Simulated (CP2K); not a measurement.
Consider methylthioacetaldehyde at its PBE geometry (Å).

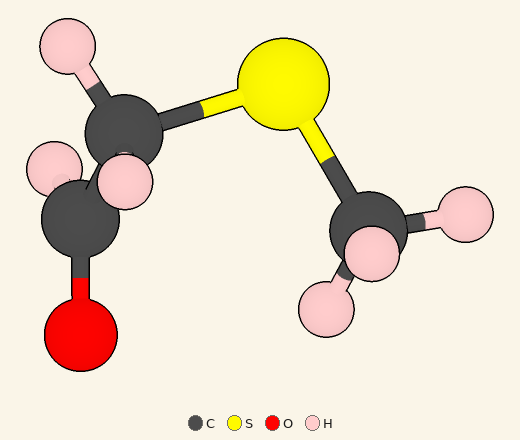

The molecule (carbon dark grey, sulfur yellow, oxygen red, hydrogen pink).

```xyz
11

C    -1.5408    0.4913   -0.4757
S    -0.9301   -0.3614    1.0010
C     0.8479    0.0485    0.8879
C     1.3623   -0.7850   -0.2568
O     1.5624   -0.3481   -1.3834
H    -1.4499    1.5794   -0.3646
H    -2.6017    0.2259   -0.5657
H    -1.0085    0.1618   -1.3770
H     1.2877   -0.2613    1.8455
H     0.9980    1.1225    0.7217
H     1.4727   -1.8735   -0.0330
```

Method: CP2K XAS_TDP, all-electron GAPW, PBEh(45%), aug-cc-pVDZ, TDA, GW2X-corrected core level, ZORA, spin–orbit coupling.

Q: Where do the S L₂,₃-edge lines lie, and how strong are they?

Leading lines: S2 166.54 eV. The leading line of an atom is its first one with 35 % of the strongest within 2.5 eV of its lowest line over the strength cut. Core ionisation energies at this level: S2 170.81/170.90/171.96 eV; the 2p½ level lies 1.11 eV above the 2p3/2 pair.

The first six lines of each atom with a strength over 0.0003:

| atom | energy (eV) | states | strength, one atom | above the computed threshold |
| --- | --- | --- | --- | --- |
| S2 (bonded to 2 C) | 166.52 | 1 | 0.0007 |  |
|  | 166.54 | 1 | 0.0019 |  |
|  | 166.79 | 1 | 0.0005 |  |
|  | 167.53 | 2 | 0.0004 |  |
|  | 167.64 | 2 | 0.0028 |  |
|  | 167.74 | 1 | 0.0030 |  |

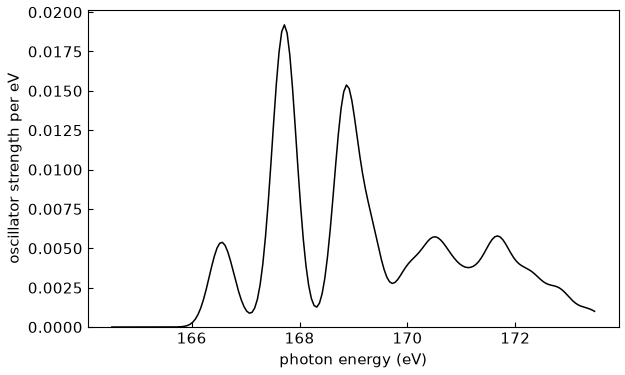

All atoms added, broadened by 0.5 eV.

Lines are vertical, at one geometry, with no vibrational structure. GW2X ionisation energies and lines can be off by 1 to 2 eV either way, and a good line position may hide errors that cancel. Rydberg lines, and the discretised continuum above threshold, depend on the basis and the box.

[Banner, clock and machine lines of the logs are left out without a mark of their own.]

[Logs are printed without paths, hosts, clocks, repeated set-up lines and the standing remarks that a program may print on its own settings, such as how far it seeks lower states.]

[Hosts, paths, dates, database ids (printed as entryN), source tags and the programs' standing remarks are cut or masked in the printed files.]
